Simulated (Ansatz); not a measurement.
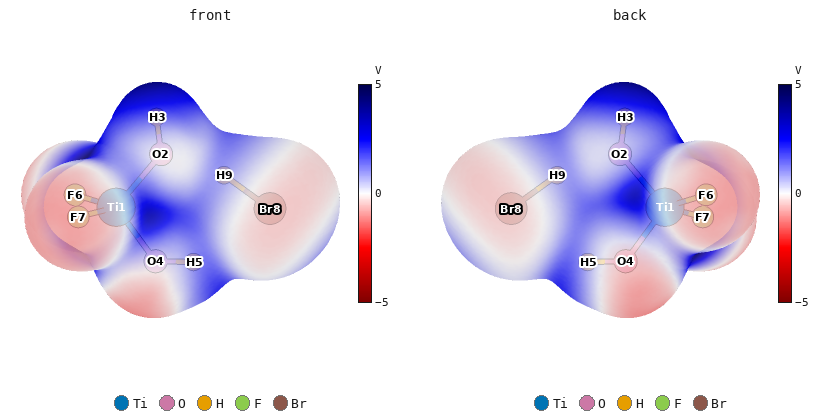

*F2H2O2Ti···HBr. The electrostatic potential painted on the density surface at 0.004 e/bohr³, seen from the front and from behind; red is negative and blue positive.*

Computed with Ansatz 0.2.0, RKS PBE-D4/def2-SVP.

```xyz
9

Ti   -0.2686   -0.3606   -0.1117
O    -0.3496    0.5090    1.4953
H    -1.0960    0.7638    2.0682
O     1.3728   -0.0784   -0.6964
H     2.0965    0.3687   -0.1905
F    -1.4617    0.2695   -1.2365
F    -0.5704   -2.0789    0.1081
Br    2.6136    1.5483    1.9054
H     1.1826    1.1655    1.9316
```

> Describe the electrostatic potential map.

The most negative region (about −1.0 V) lies over O4, the most positive (about +4.2 V) over Ti1 and H3. Br8 shows a σ-hole: about +0.9 V at the tip opposite its bond, against about +0.1 V on its flanks.
